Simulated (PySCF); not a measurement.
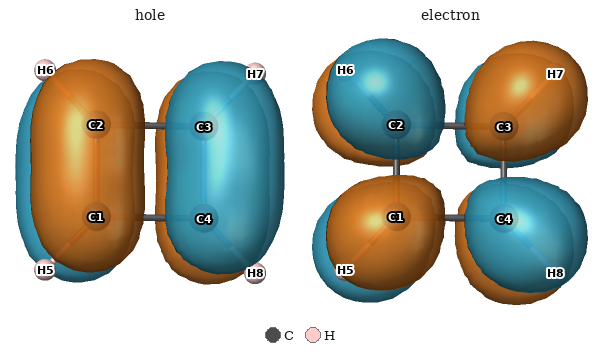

C4H4, SMILES `C1=CC=C1`. Leading natural transition orbital pair of S₃ (full linear response singlet states); the surfaces enclose about 85 % of each orbital's density.

Computed with PySCF, LC-wPBE/def2-SVP, geometry: GFN2-xTB. This is a single-reference result, which may miss multireference character in this system. No frequency check shows the geometry to be a minimum. Without diffuse functions Rydberg states are missing, so the states' numbers hold for this basis only.

Cartesian coordinates (Å):

```
C1      -0.7761   -0.6631    0.0000
C2      -0.7761    0.6631    0.0000
C3       0.7761    0.6631    0.0000
C4       0.7761   -0.6631    0.0000
H5      -1.5174   -1.4377    0.0000
H6      -1.5174    1.4377    0.0000
H7       1.5174    1.4377    0.0000
H8       1.5174   -1.4377    0.0000
```

**What kind of excitation is it, and where does it lie?**

7.42 eV (167 nm), f = 0.006, π → π*; the leading pair carries 61 %; hole on C1, C2, C3 and C4 (23 % each), electron on C1, C2, C3 and C4 (22 % each) (shares are of the whole state, not of the leading pair alone); their centroids lie 0.0 Å apart. In canonical orbitals it is mainly HOMO → LUMO+2 (61 %). The HOMO–LUMO gap is 9.19 eV.
